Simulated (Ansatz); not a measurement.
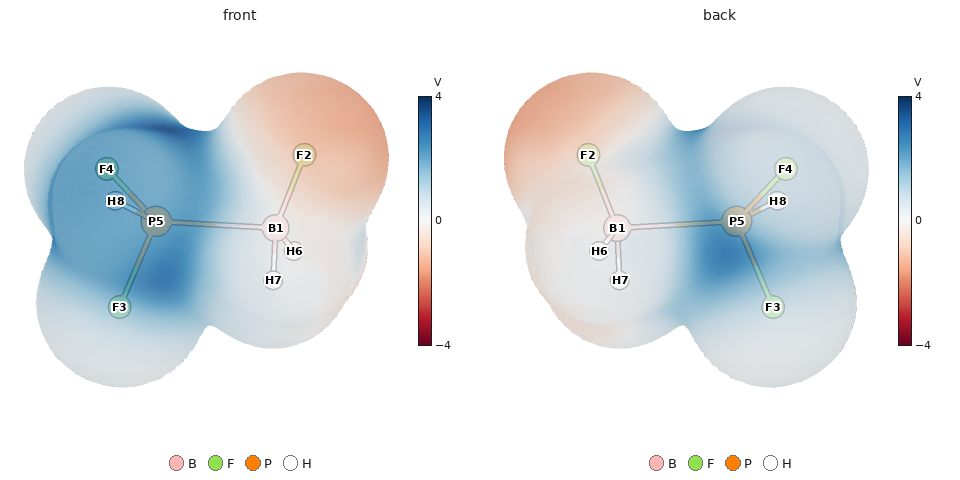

BF$_{3}$H$_{3}$P. The molecular electrostatic potential painted on the density surface at 0.004 e/bohr³, seen from the front and from behind; red is negative and blue positive.

Geometry: B3LYP-D3(BJ)/6-311G**.

All numbers below come from Ansatz, isolated molecule in a Gaussian basis; Kohn-Sham density functional theory, functional PBE0.

Input

```
crystal:
  periodic: [false, false, false]
  atoms:
    - {symbol: B, position_ang: [-1.694771, -1.123802, -0.058752]}
    - {symbol: F, position_ang: [-2.304197, -1.344513, 1.166695]}
    - {symbol: F, position_ang: [-0.028730, 0.954282, -1.320037]}
    - {symbol: F, position_ang: [0.745294, 0.637777, 0.982725]}
    - {symbol: P, position_ang: [-0.578356, 0.537257, 0.105535]}
    - {symbol: H, position_ang: [-0.938248, -1.959114, -0.478763]}
    - {symbol: H, position_ang: [-2.392787, -0.598196, -0.912173]}
    - {symbol: H, position_ang: [-1.204160, 1.742165, 0.499248]}
basis:
  gaussian:
    orbitals: def2-TZVPD
total_charge: 0
hamiltonian:
  xc: {name: PBE0}
output: {forces: true, orbitals: {seedname: orbitals}}
```

Command:

```sh
ansatz run input.yaml --threads 2 --pin off --max-ram 4350MiB --events-out events.jsonl --progress --plain --runs-dir runs
```

**Describe the electrostatic potential map.**

The most negative region (about −1.4 V, or −32 kcal/mol for a unit charge) lies over F2, the most positive (about +3.4 V, or +78 kcal/mol for a unit charge) over P5.
